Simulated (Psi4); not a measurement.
**CH5BF− (SMILES [BH3-]CF) at PBE0/aug-cc-pVDZ**

What is the energy change on altering one bond length of CH5BF− at PBE0/aug-cc-pVDZ? 

The results are computed with Psi4 1.11.

4 further runs of the same task are left out: 4 set aside as unsound or not needed.

**1. The structure to begin with**

CH5BF−: 8 atoms, total charge -1, spin state singlet. As SMILES, `[BH3-]CF`. The shape is that of a GFN2-xTB optimisation.

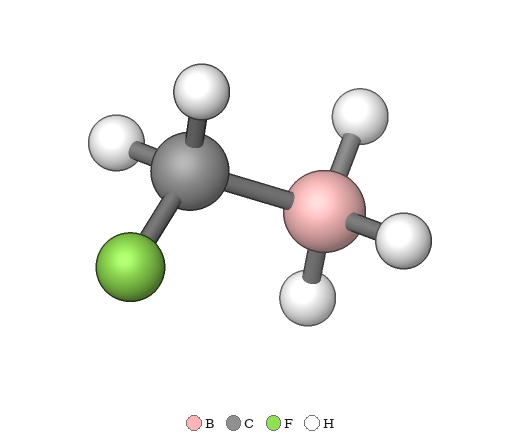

Viewed from a chosen angle; boron pink, carbon grey, fluorine green, hydrogen white.

**2. Energy and gradient at PBE0/aug-cc-pVDZ**

The input, calc.in:

```
memory 1600 mb

molecule system {
  -1 1
  B     -1.04271308     1.01960173    -0.70505682
  C      0.91678173    -0.93250425     0.72193207
  F      2.91083964    -1.89377014    -0.78040020
  H     -2.10585410    -0.03074584    -2.45324245
  H      0.07301902     2.88789836    -1.45013803
  H     -2.60215287     1.63206197     0.89563570
  H      1.88677815    -0.04561799     2.33352830
  H     -0.03666069    -2.63690494     1.43774143
  units au
  symmetry c1
}

set puream true
set e_convergence 1e-09
set d_convergence 1e-08
set scf_type pk
set dft_radial_points 99
set dft_spherical_points 590

energy_value, wavefunction = gradient('pbe0/aug-cc-pVDZ', return_wfn=True)
```

The run is started by

```bash
psi4 -i calc.in -o calc.out -n 1
```

calc.out:

```text
[...]
  Running in c1 symmetry.
[...]
  Nuclear repulsion =   69.147873272336682
[...]
  Multiplicity = 1
[...]
  Nalpha       = 13
  Nbeta        = 13
[...]
    Number of basis functions: 114
[...]
   @RKS iter   1:  -165.28732323330382   -4.26051e-01   6.51807e-03 ADIIS/DIIS
[...]
   @RKS iter  11:  -165.65185796356644   -2.44142e-11   8.20608e-09 DIIS
[...]
    Orbital Energies [Eh]
    ---------------------
    Doubly Occupied:
       1A    -24.572126     2A    -10.075500     3A     -6.493099
       4A     -1.015942     5A     -0.499233     6A     -0.308212
       7A     -0.291314     8A     -0.287844     9A     -0.218759
      10A     -0.159369    11A     -0.091806    12A     -0.082480
      13A     -0.080630
[...]
  @RKS Final Energy:  -165.65185796356644
   => Energetics <=
    Nuclear Repulsion Energy =             69.1478732723366818
    One-Electron Energy =                -369.4367229940256721
    Two-Electron Energy =                 151.1904058092698904
    DFT Exchange-Correlation Energy =     -16.5534140511473744
    Empirical Dispersion Energy =           0.0000000000000000
    VV10 Nonlocal Energy =                  0.0000000000000000
    Total Energy =                       -165.6518579635664423
[...]
 Multipole Moments:
 ------------------------------------------------------------------------------------
     Multipole            Electronic (a.u.)      Nuclear  (a.u.)        Total (a.u.)
 ------------------------------------------------------------------------------------
 L = 1.  Multiply by 2.5417464519 to convert [e a0] to [Debye]
 Dipole X            :          5.2579997           -3.9409845            1.3170151
 Dipole Y            :         -3.5979710            2.3980603           -1.1999107
 Dipole Z            :         -0.8999511            1.5370627            0.6371117
 Magnitude           :                                                    1.8921485
[...]
  -Total Gradient:
     Atom            X                  Y                   Z
    ------   -----------------  -----------------  -----------------
       1       -0.012306158582     0.011954049025    -0.007879741441
       2        0.015883072349    -0.011181273806    -0.001683015852
       3       -0.012277050686     0.004917282280     0.012171158826
       4        0.005186076985     0.004789474387     0.007926607198
       5       -0.004912228444    -0.008775335165     0.003187122473
       6        0.005783728563    -0.002257783188    -0.006073142770
       7       -0.000662918028    -0.002320310742    -0.004783902570
       8        0.003319986203     0.002865436300    -0.002872014819
[...]
```

It took 26 s on 1 thread of Intel Xeon 6975P-C (Granite Rapids), shared host; peak memory 0.68 GiB.

**3. The distorted shape at the same level**

The input, ch5bf.in:

```
memory 1600 MB

molecule m {
  -1 1
  B      0.20480285     0.52964677    -1.98557492
  C      2.16429766    -1.42245921    -0.55858603
  F      4.15835557    -2.38372510    -2.06091830
  H     -0.85833817    -0.52070081    -3.73376056
  H      1.32053495     2.39794340    -2.73065614
  H     -2.60215287     1.63206197     0.89563570
  H      3.13429408    -0.53557295     1.05301020
  H      1.21085524    -3.12685990     0.15722332
  units au
  symmetry c1
}

set {
  basis                aug-cc-pVDZ
  reference            rks
  puream               true
  e_convergence        1e-09
  d_convergence        1e-08
  scf_type             pk
  dft_radial_points    99
  dft_spherical_points 590
}

result, w = gradient("pbe0", return_wfn=True)
oeprop(w, "MAYER_INDICES", "MULLIKEN_CHARGES", "QUADRUPOLE")
```

The run is started by

```bash
psi4 ch5bf.in ch5bf.out -n 1
```

ch5bf.out, cut to the lines that bear on the results:

```text
[...]
  Running in c1 symmetry.
[...]
  Nuclear repulsion =   67.344398719342891
[...]
  Multiplicity = 1
[...]
  Nalpha       = 13
  Nbeta        = 13
[...]
    Number of basis functions: 114
[...]
   @RKS iter   1:  -165.08831685496011   -3.68673e-01   7.04252e-03 ADIIS/DIIS
[...]
   @RKS iter  12:  -165.57434401881440   -1.35287e-11   4.05282e-09 DIIS
[...]
  @RKS Final Energy:  -165.57434401881440
   => Energetics <=
    Nuclear Repulsion Energy =             67.3443987193428910
    One-Electron Energy =                -364.9984566286099152
    Two-Electron Energy =                 148.5217057819063484
    DFT Exchange-Correlation Energy =     -16.4419918914537426
    Empirical Dispersion Energy =           0.0000000000000000
    VV10 Nonlocal Energy =                  0.0000000000000000
    Total Energy =                       -165.5743440188144007
[...]
  -Total Gradient:
     Atom            X                  Y                   Z
    ------   -----------------  -----------------  -----------------
       1       -0.008026172486     0.008677065386    -0.007665310028
       2        0.020020046964    -0.007954014538    -0.020035720092
       3       -0.005501387714    -0.001256060981     0.015437420299
       4        0.012180531817    -0.000454206094    -0.003117702881
       5        0.005454590491    -0.009456182956    -0.006259357660
       6       -0.027489115059     0.011308325163     0.026701764537
       7        0.000836943144    -0.001474258024    -0.002954199043
       8        0.002516034588     0.000612861437    -0.002099631898
[...]
 Multipole Moments:
 ------------------------------------------------------------------------------------
     Multipole            Electronic (a.u.)      Nuclear  (a.u.)        Total (a.u.)
[...]
  Mulliken Charges: (a.u.)
   Center  Symbol    Alpha    Beta     Spin     Total
       1     B     3.26541  3.26541  0.00000 -1.53082
       2     C     2.60396  2.60396  0.00000  0.79209
       3     F     4.75844  4.75844  0.00000 -0.51688
       4     H     0.18059  0.18059  0.00000  0.63883
       5     H     0.18069  0.18069  0.00000  0.63863
       6     H     0.70153  0.70153  0.00000 -0.40306
       7     H     0.65471  0.65471  0.00000 -0.30941
       8     H     0.65469  0.65469  0.00000 -0.30938
   Total alpha = 13.00000, Total beta = 13.00000, Total charge = -1.00000
[...]
```

Run time: 27 s. Hardware: 1 thread of Intel Xeon 6975P-C (Granite Rapids), shared host; peak memory 0.68 GiB.

**4. Outcome**

Level: PBE0/aug-cc-pVDZ.

| quantity | value |
| --- | --- |
| first shape: total energy | -165.65186 Eh |
| first shape: HOMO energy | -2.19 eV |
| first shape: LUMO energy | 3.39 eV |
| first shape: HOMO–LUMO gap (to an unbound level, set by the basis) | 5.59 eV |
| first shape: largest force on an atom | 1.003 eV/Å |
| distorted shape: total energy | -165.57434 Eh |
| distorted shape: HOMO energy | -1.26 eV |
| distorted shape: LUMO energy | 3.27 eV |
| distorted shape: HOMO–LUMO gap (to an unbound level, set by the basis) | 4.53 eV |
| distorted shape: largest force on an atom | 2.055 eV/Å |
| energy change with the B1–H6 bond stretched from 1.226 to 2.207 Å | 2.109 eV |

In words: With the B1–H6 bond stretched from 1.226 to 2.207 Å the energy rises by 2.11 eV (49 kcal/mol). The first shape isn't relaxed at this level, so the change isn't measured from a minimum. The largest force (first shape) is 1.00 eV/Å: the shape isn't a stationary point for this species at this level.
